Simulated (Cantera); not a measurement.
Input: 1 mol Hg, a varied amount of O2, 0.28 mol H2, equilibrated at 350 °C and 0.133 bar.

Equilibrium computed with Cantera from the NASA thermochemical tables; the gas is ideal and each condensed phase is pure. Candidate condensed phases: H2O, Hg, HgO; 10 gas species. Kinetics and transport are ignored.

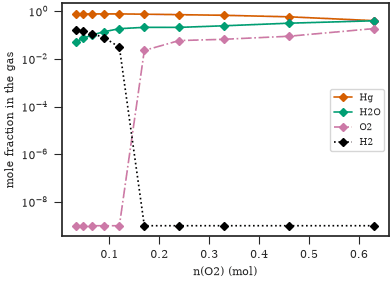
Figure. Equilibrium gas composition (values under 1e-9 drawn at 1e-9)

From 0.034 mol O2 to 0.17 mol O2 nothing is condensed. From 0.24 mol O2 to 0.63 mol O2 the condensed part is HgO(s). The main Hg-bearing gas is Hg throughout.
